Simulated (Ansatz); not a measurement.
# CH4GeO + H2: a complex and its separated parts, part 2 of 2

Ansatz 0.2.0, Gaussian basis. Earlier steps stand in the parts before.

## Step 14: wB97X-V/def2-TZVPP

The inputs:

parta/in.yaml

```yaml
crystal:
  periodic: [false, false, false]
  atoms:
    - {symbol: Ge, position_ang: [-0.794173, -0.673309, 1.073989]}
    - {symbol: O, position_ang: [0.639090, -0.448380, 0.036014]}
    - {symbol: C, position_ang: [1.390513, 0.740632, 0.088010]}
    - {symbol: H, position_ang: [-1.064315, -2.133646, 0.479964]}
    - {symbol: H, position_ang: [0.994280, 1.458659, 0.818538]}
    - {symbol: H, position_ang: [1.392683, 1.214955, -0.897882]}
    - {symbol: H, position_ang: [2.424865, 0.507300, 0.357438]}
basis:
  gaussian: {orbitals: def2-TZVPP}
hamiltonian: {xc: {name: wB97X-V}}
```

partb/in.yaml

```yaml
crystal:
  periodic: [false, false, false]
  atoms:
    - {symbol: H, position_ang: [-2.409744, -0.673742, -1.106388]}
    - {symbol: H, position_ang: [-2.573398, 0.007529, -0.849681]}
basis:
  gaussian: {orbitals: def2-TZVPP}
hamiltonian: {xc: {name: wB97X-V}}
```

Each run has its own folder and the same command.

Run with:

```console
$ ansatz run in.yaml --threads 4 --pin off --events-out ev --progress --plain --max-ram 9574MiB
```

Log of parta, shortened:

```text
Functional definition: wB97X-V
  name "wB97X-V"
  cite "Mardirossian & Head-Gordon, Phys. Chem. Chem. Phys. 16, 9904 (2014) doi:10.1039/C3CP54374A"
  cite "Becke, J. Chem. Phys. 107, 8554 (1997) doi:10.1063/1.475007"
  cite "Vydrov & Van Voorhis, J. Chem. Phys. 133, 244103 (2010) doi:10.1063/1.3521275"
[...]
      + integral(e_c_pw_opposite_spin*poly(b97_u_opposite, cos0, cos1)) + vv10(b, c)
956 factors; their error is unknown
214 factors; integrals over basis functions are off by at most 1.5e-5 eV
[...]
mean field -59661.95885527 eV, -2192.5365476030 hartree, gradient 3.7e-5 eV, S^2 0.000000; 0 other end points of the search recorded, 0 dependent functions left out
reference -59661.95885358 eV, -2192.5365475410 hartree; 25, 25 occupied and 141, 141 virtual orbitals, 956 factors
Total energy: -59661.95885358 eV, -2192.5365475410 hartree
```

Log of partb, shortened:

```text
[... 5 set-up lines as earlier in the session ...]
[...]
      + integral(e_c_pw_opposite_spin*poly(b97_u_opposite, cos0, cos1)) + vv10(b, c)
118 factors; their error is unknown
42 factors; integrals over basis functions are off by at most 3.0e-5 eV
[...]
mean field -31.90859755 eV, -1.1726193317 hartree, gradient 8.8e-5 eV, S^2 0.000000; 0 other end points of the search recorded, 0 dependent functions left out
reference -31.90859655 eV, -1.1726192949 hartree; 1, 1 occupied and 27, 27 virtual orbitals, 118 factors
Total energy: -31.90859655 eV, -1.1726192949 hartree
```

Wall times: 3.7 s (parta), 0.15 s (partb) on 4 threads of Arm Neoverse V1, shared host.

## Step 15: wB97M-V/def2-TZVPP

The same edit goes into each in.yaml of step 14 (parta, partb):

```diff
-hamiltonian: {xc: {name: wB97X-V}}
+hamiltonian: {xc: {name: wB97M-V}}
```

One command serves all of them, each in its own folder.

Run with:

```console
$ ansatz run in.yaml --threads 4 --pin off --events-out ev --progress --plain --max-ram 9574MiB
```

parta printed, shortened:

```text
Functional definition: wB97M-V
  name "wB97M-V"
  cite "Mardirossian & Head-Gordon, J. Chem. Phys. 144, 214110 (2016) doi:10.1063/1.4952647"
[... 2 set-up lines as earlier in the session ...]
  # Of w^i u^j: cxij and so on, Table III.
[...]
  gx(w, u) = 1 - cx + cx01*u + cx10*w
[...]
      + integral(e_c_pw_mod_opposite_spin*gos(b97_w_opposite, b97_u_opposite)) + vv10(b, c)
953 factors; their error is unknown
214 factors; integrals over basis functions are off by at most 1.5e-5 eV
[...]
mean field -59663.79692405 eV, -2192.6040953849 hartree, gradient 3.7e-5 eV, S^2 0.000000; 0 other end points of the search recorded, 0 dependent functions left out
reference -59663.79696484 eV, -2192.6040968839 hartree; 25, 25 occupied and 141, 141 virtual orbitals, 953 factors
Total energy: -59663.79696484 eV, -2192.6040968839 hartree
```

partb printed, shortened:

```text
[... 5 set-up lines as earlier in the session ...]
  # Of w^i u^j: cxij and so on, Table III.
[...]
  gx(w, u) = 1 - cx + cx01*u + cx10*w
[...]
      + integral(e_c_pw_mod_opposite_spin*gos(b97_w_opposite, b97_u_opposite)) + vv10(b, c)
118 factors; their error is unknown
42 factors; integrals over basis functions are off by at most 3.0e-5 eV
[...]
mean field -31.60110899 eV, -1.1613193355 hartree, gradient 7.3e-6 eV, S^2 0.000000; 0 other end points of the search recorded, 0 dependent functions left out
reference -31.60113325 eV, -1.1613202269 hartree; 1, 1 occupied and 27, 27 virtual orbitals, 118 factors
Total energy: -31.60113325 eV, -1.1613202269 hartree
```

Times: 4.3 s (parta), 0.2 s (partb) on 4 threads of Arm Neoverse V1, shared host.

## Step 16: B2PLYP/def2-TZVPP

The same edit goes into each in.yaml of step 15 (parta, partb):

```diff
-hamiltonian: {xc: {name: wB97M-V}}
+hamiltonian: {xc: {name: B2PLYP}}
```

Each run has its own folder and the same command.

Run with:

```console
$ ansatz run in.yaml --threads 4 --pin off --events-out ev --progress --plain --max-ram 9574MiB
```

parta printed, shortened:

```text
Functional definition: B2PLYP
  name "B2PLYP"
  cite "Grimme, J. Chem. Phys. 124, 034108 (2006) doi:10.1063/1.2148954"
[... 2 set-up lines as earlier in the session ...]
[...]
1018 factors; integrals over basis functions are off by at most 1.1e-3 eV
[...]
mean field -59650.06049902 eV, -2192.0992910760 hartree, gradient 2.9e-6 eV, S^2 0.000000; 0 other end points of the search recorded, 0 dependent functions left out
11 core orbitals not correlated: weight in the atoms' cores, before any rotation towards them, 1.000 or more for the frozen orbitals, at most 0.000 for the correlated occupied ones
reference -59650.06064745 eV, -2192.0992965304 hartree; 14, 14 occupied and 141, 141 virtual orbitals, 1018 factors
second order -21.58332206 eV of doubles, -0.00000000 eV of singles
Total energy: -59655.88814440 eV, -2192.3134530935 hartree
```

partb printed, shortened:

```text
[... 5 set-up lines as earlier in the session ...]
[...]
145 factors; integrals over basis functions are off by at most 7.4e-4 eV
[...]
mean field -31.55848355 eV, -1.1597528795 hartree, gradient 1.1e-6 eV, S^2 0.000000; 0 other end points of the search recorded, 0 dependent functions left out
reference -31.55857297 eV, -1.1597561654 hartree; 1, 1 occupied and 27, 27 virtual orbitals, 145 factors
second order -1.02367169 eV of doubles, -0.00000000 eV of singles
Total energy: -31.83496433 eV, -1.1699133604 hartree
```

Times: 2.4 s (parta), 0.1 s (partb) on 4 threads of Arm Neoverse V1, shared host.

## Step 17: PBE-QIDH/def2-TZVPP

Each input of step 16 (parta, partb) changes in the same lines:

```diff
-hamiltonian: {xc: {name: B2PLYP}}
+hamiltonian: {xc: {name: PBE-QIDH}}
```

Each run has its own folder and the same command.

Run with:

```console
$ ansatz run in.yaml --threads 4 --pin off --events-out ev --progress --plain --max-ram 9574MiB
```

Log of parta, shortened:

```text
Functional definition: PBE-QIDH
  name "PBE-QIDH"
  cite "Brémond, Sancho-García, Pérez-Jiménez & Adamo, J. Chem. Phys. 141, 031101 (2014) doi:10.1063/1.4890314"
[... 1 set-up line as earlier in the session ...]
[...]
1018 factors; integrals over basis functions are off by at most 1.1e-3 eV
[...]
mean field -59641.35155645 eV, -2191.7792433396 hartree, gradient 7.1e-6 eV, S^2 0.000000; 0 other end points of the search recorded, 0 dependent functions left out
11 core orbitals not correlated: weight in the atoms' cores, before any rotation towards them, 1.000 or more for the frozen orbitals, at most 0.000 for the correlated occupied ones
reference -59641.35156700 eV, -2191.7792437271 hartree; 14, 14 occupied and 141, 141 virtual orbitals, 1018 factors
second order -19.96244621 eV of doubles, -0.00000000 eV of singles
Total energy: -59648.00571574 eV, -2192.0237791829 hartree
```

Output in partb, shortened:

```text
[... 4 set-up lines as earlier in the session ...]
[...]
145 factors; integrals over basis functions are off by at most 7.4e-4 eV
[...]
mean field -31.52724259 eV, -1.1586047954 hartree, gradient 1.4e-6 eV, S^2 0.000000; 0 other end points of the search recorded, 0 dependent functions left out
reference -31.52724901 eV, -1.1586050313 hartree; 1, 1 occupied and 27, 27 virtual orbitals, 145 factors
second order -0.95921108 eV of doubles, -0.00000000 eV of singles
Total energy: -31.84698604 eV, -1.1703551503 hartree
```

Times: 2.5 s (parta), 0.1 s (partb) on 4 threads of Arm Neoverse V1, shared host.

## Step 18: RPA on PBE/def2-TZVPP

The same edit goes into each in.yaml of step 17 (parta, partb):

```diff
-hamiltonian: {xc: {name: PBE-QIDH}}
+hamiltonian: {xc: pbe}
+correlation: {method: rpa}
```

The same command starts each run, in its folder.

Run with:

```console
$ ansatz run in.yaml --threads 4 --pin off --events-out ev --progress --plain --max-ram 9574MiB
```

parta printed, shortened:

```text
[... 4 set-up lines as earlier in the session ...]
[...]
1018 factors; integrals over basis functions are off by at most 1.1e-3 eV
[...]
mean field -59655.99768317 eV, -2192.3174785688 hartree, gradient 6.2e-6 eV, S^2 0.000000; 0 other end points of the search recorded, 0 dependent functions left out
11 core orbitals not correlated: weight in the atoms' cores, before any rotation towards them, 1.000 or more for the frozen orbitals, at most 0.000 for the correlated occupied ones
reference -59603.84672833 eV, -2190.4009663278 hartree; 14, 14 occupied and 141, 141 virtual orbitals, 1018 factors
Total energy: -59632.22039952 eV, -2191.4436795118 hartree
```

Log of partb, shortened:

```text
[... 4 set-up lines as earlier in the session ...]
[...]
145 factors; integrals over basis functions are off by at most 7.4e-4 eV
[...]
mean field -31.73222171 eV, -1.1661376388 hartree, gradient 1.4e-6 eV, S^2 0.000000; 0 other end points of the search recorded, 0 dependent functions left out
reference -30.80638718 eV, -1.1321138476 hartree; 1, 1 occupied and 27, 27 virtual orbitals, 145 factors
Total energy: -32.86230281 eV, -1.2076673532 hartree
```

Times: 2.2 s (parta), 0.1 s (partb) on 4 threads of Arm Neoverse V1, shared host.

## Step 19: CCSD(T)/def2-TZVPP

The same edit goes into each in.yaml of step 18 (parta, partb):

```diff
-hamiltonian: {xc: pbe}
-correlation: {method: rpa}
+correlation: {method: ccsd_t}
```

The same command starts each run, in its folder.

Run with:

```console
$ ansatz run in.yaml --threads 4 --pin off --events-out ev --progress --plain --max-ram 9574MiB
```

Output in parta, shortened:

```text
Functional definition: HF
  name "HF"
  cite "Fock, Z. Phys. 61, 126 (1930) doi:10.1007/BF01340294"
[... 1 set-up line as earlier in the session ...]
[...]
1018 factors; integrals over basis functions are off by at most 1.1e-3 eV
[...]
mean field -59605.30881651 eV, -2190.4546970773 hartree, gradient 1.7e-6 eV, S^2 0.000000; 0 other end points of the search recorded, 0 dependent functions left out
11 core orbitals not correlated: weight in the atoms' cores, before any rotation towards them, 1.000 or more for the frozen orbitals, at most 0.000 for the correlated occupied ones
reference -59605.30881651 eV, -2190.4546970773 hartree; 14, 14 occupied and 141, 141 virtual orbitals, 1018 factors
second order -17.67751061 eV of doubles, -0.00000000 eV of singles
cycle   1  -17.55934063 eV  change    1.2e-1 eV  update   1.2e-1
[...]
cycle  10  -18.22551093 eV  change    2.3e-5 eV  update   2.1e-5
perturbative correction -0.70642229 eV, -0.0259605405 hartree
Total energy: -59624.24074974 eV, -2191.1504327910 hartree
```

partb printed, shortened:

```text
[... 4 set-up lines as earlier in the session ...]
[...]
145 factors; integrals over basis functions are off by at most 7.4e-4 eV
[...]
mean field -30.82769213 eV, -1.1328967901 hartree, gradient 4.3e-7 eV, S^2 0.000000; 0 other end points of the search recorded, 0 dependent functions left out
reference -30.82769213 eV, -1.1328967901 hartree; 1, 1 occupied and 27, 27 virtual orbitals, 145 factors
second order -0.86257788 eV of doubles, -0.00000000 eV of singles
cycle   1  -1.00723560 eV  change   -1.4e-1 eV  update   2.6e-2
[...]
cycle   7  -1.07308806 eV  change    7.2e-7 eV  update   4.2e-7
perturbative correction 0.00000000 eV, 0.0000000000 hartree
Total energy: -31.90078019 eV, -1.1723320490 hartree
```

Times: 25 s (parta), 0.1 s (partb) on 4 threads of Arm Neoverse V1, shared host; peak memory 1.4 GiB.

## Step 20: Vibrations of CH4GeO

Input file vib-parta/in.yaml:

```yaml
crystal:
  periodic: [false, false, false]
  atoms:
    - {symbol: Ge, position_ang: [-0.794173, -0.673309, 1.073989]}
    - {symbol: O, position_ang: [0.639090, -0.448380, 0.036014]}
    - {symbol: C, position_ang: [1.390513, 0.740632, 0.088010]}
    - {symbol: H, position_ang: [-1.064315, -2.133646, 0.479964]}
    - {symbol: H, position_ang: [0.994280, 1.458659, 0.818538]}
    - {symbol: H, position_ang: [1.392683, 1.214955, -0.897882]}
    - {symbol: H, position_ang: [2.424865, 0.507300, 0.357438]}
basis:
  gaussian: {orbitals: def2-TZVP}
hamiltonian: {xc: pbe0, dispersion: d4}
phonons: {temperatures: {t_min: 298.15, t_max: 900, t_step: 200}}
```

Run with:

```console
$ ansatz run in.yaml --threads 4 --pin off --events-out ev --progress --plain --max-ram 9574MiB
```

The program printed, shortened:

```text
[... 5 set-up lines as earlier in the session ...]
[...]
908 factors; their error is unknown
[...]
mean field -59657.44527923 eV, -2192.3706767429 hartree, gradient 1.6e-5 eV, S^2 0.000000; 0 other end points of the search recorded, 0 dependent functions left out
[...]
Atom 4 at     0.994280     1.458659     0.818538 Å, force    -0.000610     0.000361     0.000018 eV/Å
Atom 5 at     1.392683     1.214955    -0.897882 Å, force     0.000659    -0.000207    -0.000326 eV/Å
Atom 6 at     2.424865     0.507300     0.357438 Å, force    -0.000107    -0.000257     0.000139 eV/Å
Dipole moment:     0.026643     0.218098     0.099562 e Å
Vibrations: 145.40 249.57 345.69 629.91 769.63 1119.09 1177.56 1201.57 1470.87 1482.04 1497.82 1903.27 3000.01 3075.79 3097.09 cm⁻¹, zero-point energy 1.312083 eV
```

Wall time 40 s (4 threads of Arm Neoverse V1, shared host).

Wavenumbers and character of the modes:

| mode | wavenumber (cm⁻¹) | character |
| --- | --- | --- |
| 1 | 145 | torsion |
| 2 | 250 | bend |
| 3 | 346 | torsion |
| 4 | 630 | Ge–O stretch |
| 5 | 770 | bend |
| 6 | 1119 | C–O stretch |
| 7 | 1178 | bend |
| 8 | 1202 | bend |
| 9 | 1471 | bend |
| 10 | 1482 | bend |
| 11 | 1498 | bend |
| 12 | 1903 | Ge–H stretch |
| 13 | 3000 | C–H stretch |
| 14 | 3076 | C–H stretch |
| 15 | 3097 | C–H stretch |

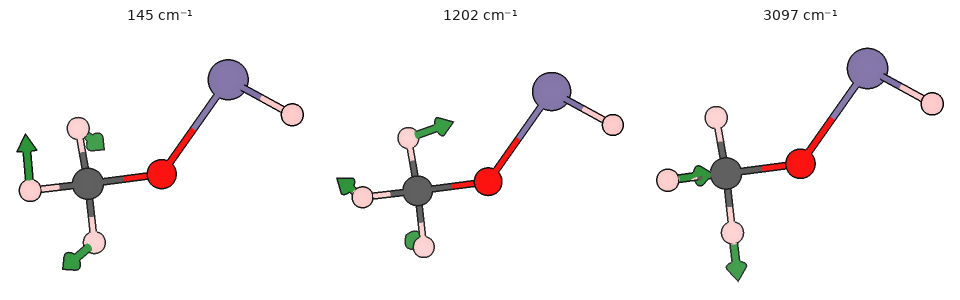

Displacements of 3 modes, as arrows.

Vibrational sums (real modes only):

| T (K) | entropy (J/mol/K) | heat capacity (J/mol/K) |
| --- | --- | --- |
| 298 | 27.1 | 32.9 |
| 498 | 49.0 | 54.0 |
| 698 | 70.1 | 70.6 |
| 898 | 89.4 | 82.8 |

## Step 21: Vibrations of H2

Input file vib-partb/in.yaml:

```yaml
crystal:
  periodic: [false, false, false]
  atoms:
    - {symbol: H, position_ang: [-2.409744, -0.673742, -1.106388]}
    - {symbol: H, position_ang: [-2.573398, 0.007529, -0.849681]}
basis:
  gaussian: {orbitals: def2-TZVP}
hamiltonian: {xc: pbe0, dispersion: d4}
phonons: {temperatures: {t_min: 298.15, t_max: 900, t_step: 200}}
```

Run with:

```console
$ ansatz run in.yaml --threads 4 --pin off --events-out ev --progress --plain --max-ram 9574MiB
```

The program printed, shortened:

```text
[... 5 set-up lines as earlier in the session ...]
[...]
88 factors; their error is unknown
[...]
mean field -31.78865261 eV, -1.1682114364 hartree, gradient 1.8e-5 eV, S^2 0.000000; 0 other end points of the search recorded, 0 dependent functions left out
[...]
reference -31.78854810 eV, -1.1682075955 hartree; 1, 1 occupied and 11, 11 virtual orbitals, 88 factors
Total energy: -31.79027504 eV, -1.1682710596 hartree
Atom 0 at    -2.409744    -0.673742    -1.106388 Å, force    -0.000643     0.002676     0.001009 eV/Å
Atom 1 at    -2.573398     0.007529    -0.849681 Å, force     0.000643    -0.002676    -0.001009 eV/Å
Dipole moment:     0.000000    -0.000000    -0.000000 e Å
Vibrations: 4413.93 cm⁻¹, zero-point energy 0.273629 eV
```

It took 0.2 s on 4 threads of Arm Neoverse V1, shared host.

Wavenumbers and character of the modes:

| mode | wavenumber (cm⁻¹) | character |
| --- | --- | --- |
| 1 | 4414 | H–H stretch |

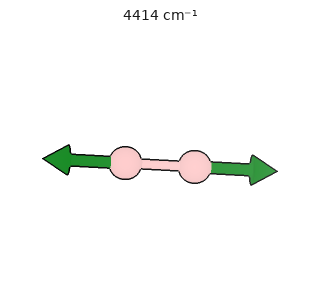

Displacements of 1 modes, as arrows.

Vibrational sums (real modes only):

| T (K) | entropy (J/mol/K) | heat capacity (J/mol/K) |
| --- | --- | --- |
| 298 | 0.0 | 0.0 |
| 498 | 0.0 | 0.0 |
| 698 | 0.0 | 0.1 |
| 898 | 0.1 | 0.4 |

## Step 22: Complex less separated parts

The complex's own energies come from single points at the same levels.

Rows are in def2-TZVPP; times add the 3 runs of a level on a shared host, so small differences are noise.

Differences are taken before rounding.

| method | rung | complex less parts (kcal/mol) | from CCSD(T) (kcal/mol) | time |
| --- | --- | --- | --- | --- |
| SPW92 | LDA | -3.71 | -3.14 | 1.6 s |
| PBE-D4 | GGA | -1.65 | -1.07 | 2.2 s |
| BLYP-D4 | GGA | -0.81 | -0.23 | 2.4 s |
| r2SCAN-D4 | meta-GGA | -1.09 | -0.51 | 5 s |
| B97M-V | meta-GGA | -1.09 | -0.52 | 11 s |
| PBE0-D4 | hybrid | -1.56 | -0.99 | 3.1 s |
| B3LYP-D4 | hybrid | -1.00 | -0.42 | 3.2 s |
| r2SCAN0-D4 | hybrid | -1.29 | -0.72 | 5.7 s |
| BHLYP-D4 | hybrid | -1.13 | -0.55 | 3 s |
| CAM-B3LYP-D4 | range-separated hybrid | -1.12 | -0.54 | 3.7 s |
| wB97X-V | range-separated hybrid | -1.11 | -0.53 | 8.6 s |
| wB97M-V | range-separated hybrid | -1.19 | -0.61 | 10 s |
| B2PLYP | double hybrid | -0.22 | +0.36 | 5.5 s |
| PBE-QIDH | double hybrid | -0.93 | -0.36 | 5.6 s |
| RPA on PBE | RPA | 0.34 | +0.92 | 5.5 s |
| Hartree-Fock | wavefunction | 0.90 | +1.48 |  |
| MP2 | wavefunction | -0.66 | -0.09 |  |
| CCSD | wavefunction | -0.46 | +0.12 |  |
| CCSD(T) | wavefunction | -0.58 | 0 | 78 s |

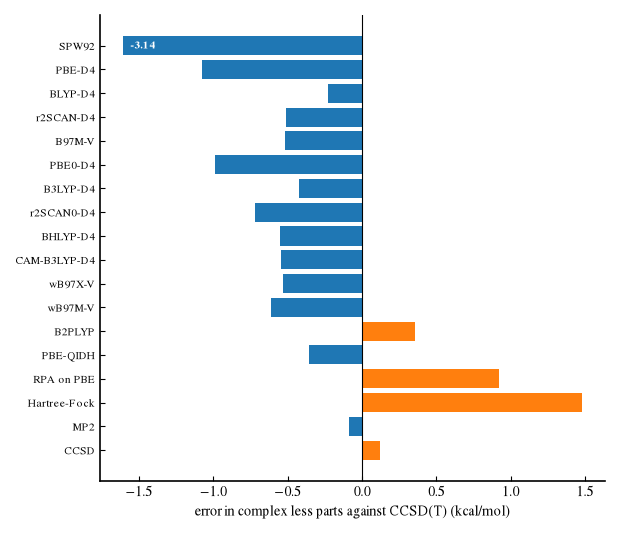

Deviations from CCSD(T), method by method. Bars with a number in them are cut short.

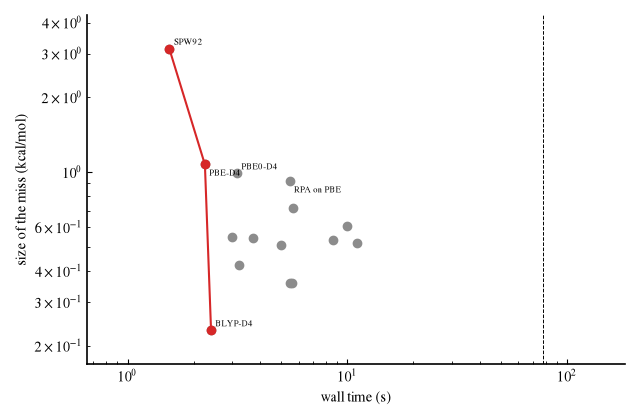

Accuracy for the time spent; red marks the levels that beat every quicker one drawn (of those quicker than the yardstick), and the dashed line is the time of CCSD(T). Only those levels and the largest misses are named. Times are from a shared host.

For cost: BLYP-D4 gets within 0.23 kcal/mol in 2.4 s, where CCSD(T) took 78 s; the quickest level in the cost chart, SPW92, takes 1.6 s and misses by 3.14 kcal/mol.

The complex's zero-point energy, from a separate PBE0-D4 run, is 1.651 eV.

## Step 23: What came out

This closing draws on all 2 parts.

```
                              quantity           value
complex less parts, CCSD(T)/def2-TZVPP  -0.58 kcal/mol
                with zero-point energy  +0.94 kcal/mol
                 largest T1 diagnostic           0.016
```

At CCSD(T) the complex lies 0.58 kcal/mol below its parts. BLYP-D4 is the best functional here (-0.23 kcal/mol from CCSD(T)); SPW92 is the worst (-3.14 kcal/mol). By rung, the mean size of the error is: LDA 3.14, GGA 0.65, meta-GGA 0.51, hybrid 0.67, range-separated hybrid 0.56, double hybrid 0.36 kcal/mol. PBE-D4 gives a relative energy 1.07 kcal/mol too low, an error of 186 % of the reference. No counterpoise was applied, and triple zeta lacks some correlation, so the CCSD(T) reference has a basis error of its own, and close matches with it are partly luck.
